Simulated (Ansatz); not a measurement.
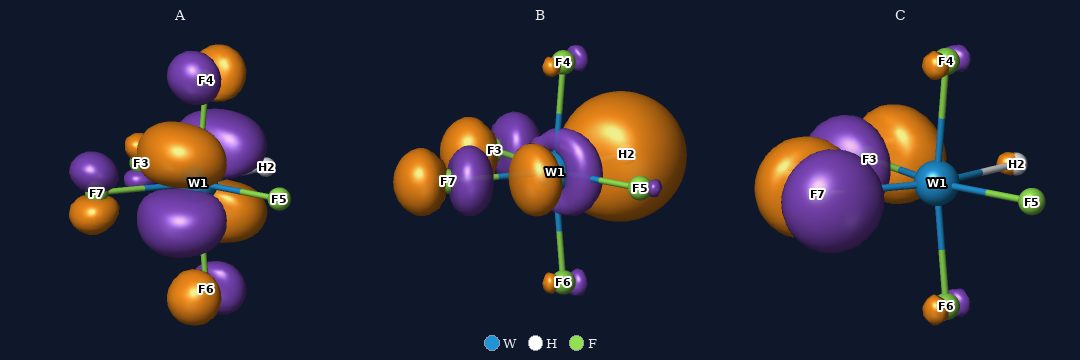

Figure. F5HW. Three frontier orbitals at ±0.15 Å⁻³ᐟ² (orange and purple are the two phases), in no order.

Core potentials replace the inner electrons of W.

The calculation used RKS B3LYP-D4/def2-SVP in Ansatz 0.2.0.

```yaml
atoms:
  - { symbol: W, position_ang: [0.0376, 0.0000, 0.0334] }
  - { symbol: H, position_ang: [0.3125, 0.0000, 1.7265] }
  - { symbol: F, position_ang: [1.8921, 0.0000, 0.2454] }
  - { symbol: F, position_ang: [-0.0936, 1.8367, 0.1072] }
  - { symbol: F, position_ang: [-1.7815, 0.0000, 0.3749] }
  - { symbol: F, position_ang: [-0.0936, -1.8367, 0.1072] }
  - { symbol: F, position_ang: [0.5360, 0.0000, -1.7850] }
```

Which picture is the HOMO−1, the HOMO and the LUMO?

C is the HOMO−1 (−11.99 eV). By Hirshfeld shares it lies mainly on F7 (about 50 %) and F3 (about 40 %); largely a combination of lone pairs on F7 and F3. B is the HOMO (−9.86 eV). Its weight (Hirshfeld) is mainly on H2 (about 35 %), W1 (about 30 %), F3 (about 15 %) and F7 (about 15 %). A is the LUMO (−5.08 eV). Its weight (Hirshfeld) is mainly on W1 (about 70 %), F4 (about 10 %), F6 (about 10 %) and F7 (about 5 %).

What is the HOMO–LUMO gap?

4.78 eV between the orbital energies.
